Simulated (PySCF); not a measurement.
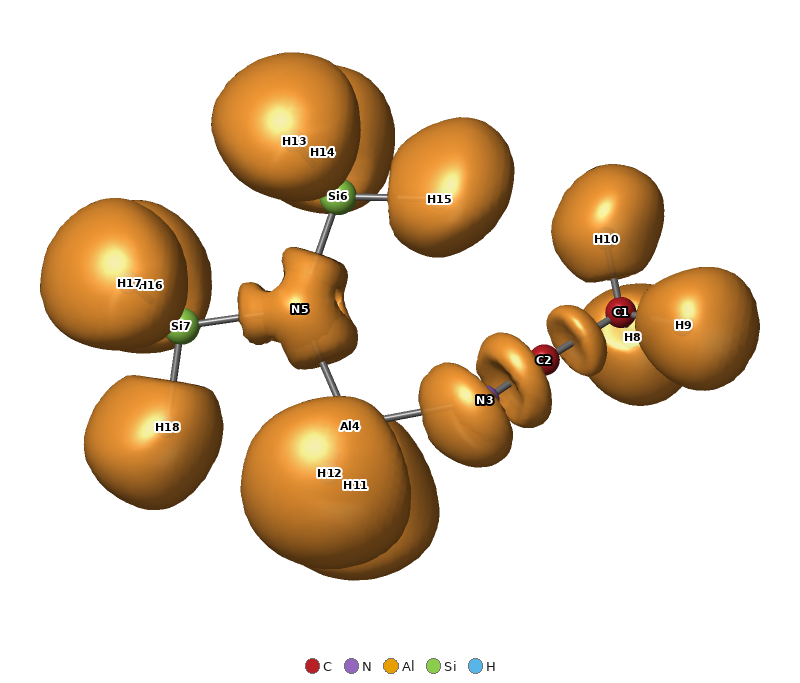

The picture shows: C₂H₁₁AlN₂Si₂ (SMILES CC#[N+][AlH2-][N]([SiH3])[SiH3]). Isosurface of the electron localisation function at 0.8 (orange), seen at a tilt. Only the valence region is drawn (cores and ρ < 0.01 e/Å³ removed).

Geometry: GFN2-xTB.

Theory: PySCF, PBE0/def2-SVPD, SCF density, gas phase.

Input file:

```
{"job": {"kind": "uv", "xc": "PBE0", "basis": "def2-SVPD", "nstates": 6, "ntriplets": 2}, "charge": 0, "multiplicity": 1}
C      3.397349     0.363117    -0.829630
C      2.357420     0.146830     0.117195
N      1.549406    -0.021624     0.913768
Al    -0.273919    -0.741106     1.241189
N     -1.246376    -0.068731    -0.181210
Si    -0.984845     1.027599    -1.485996
Si    -2.842147    -0.746998    -0.027320
H      3.762059    -0.598528    -1.190739
H      4.216823     0.912629    -0.365307
H      2.999430     0.935062    -1.667807
H      0.142107    -2.243090     1.093971
H     -0.629260    -0.172450     2.640303
H     -1.896299     2.173997    -1.431853
H     -1.137459     0.354776    -2.782934
H      0.408485     1.511330    -1.383989
H     -3.207150    -1.465978    -1.253404
H     -3.838466     0.305046     0.200033
H     -2.785916    -1.665562     1.117315
```

Run with:

```sh
OMP_NUM_THREADS=1 python probes_run.py task.json out
```

**Describe the localisation domains.**

The ELF exceeds this value in one region between bonded C–C atoms (shared pairs), one region between bonded C–N atoms (shared pairs), eleven regions around hydrogen nuclei, one region on N in which the atom's valence shell and bonds are merged and one region wrapped around N (its valence shell). Along the contacts the grid gives the following. C–N (1.15 Å): the ELF peaks at about 0.85 between the atoms; a short, multiple covalent bond. C–C (1.42 Å): the ELF peaks at about 0.95 between the atoms; a covalent bond.
